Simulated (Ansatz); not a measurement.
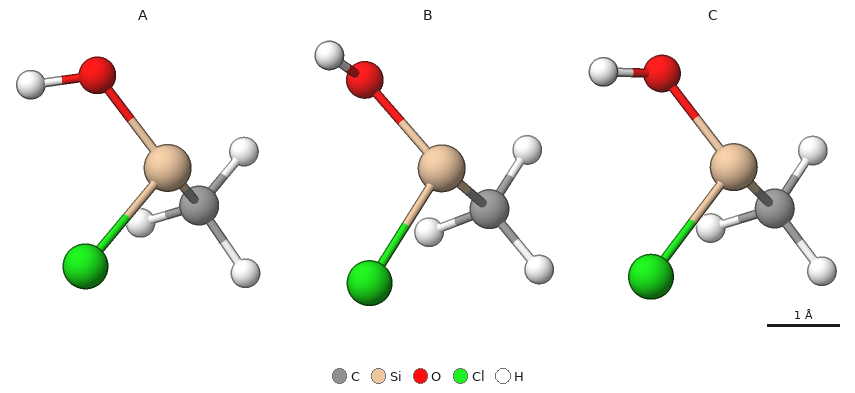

3 geometries from one relaxation of CH₄ClOSi (multiplicity 2) (coarse preliminary run), in shuffled order. The picture is a ball-and-stick view, seen from a free direction.

The start comes from a force field.

Method: UKS PBE-D4/def2-SVP (Ansatz 0.2.0). Set-up: force threshold 0.03 eV/Å; at most 200 steps.

**Order the frames from highest to lowest energy.**

A, C, B. They are steps 0, 5, 12, at +46.2 kJ/mol, +4.22 kJ/mol relative to the last. Over 10 accepted moves (12 points after the start) the energy falls by 46.2 kJ/mol. Largest force component: 2.7 eV/Å at the start, 0.028 eV/Å at the end. The line search rejected the trial steps at points 2, 7 of the run. The largest move after the best rigid fit is that of an H atom, 0.62 Å. By element the largest moves are H 0.62 Å, O 0.44 Å, Cl 0.24 Å, Si 0.16 Å, C 0.10 Å. Near-neighbour distances that change, for instance: C–Si 1.785 → 1.884 Å, Cl–Si 2.015 → 2.111 Å, O–Si 1.634 → 1.684 Å, C–H 1.153 → 1.107 Å. Among the angles between lasting bonds that change: O–Si–Cl 102.1° → 110.2°, Si–C–H 116.2° → 109.0°, C–Si–O 111.7° → 105.5°. Groups turn about O–Si by about 85°.
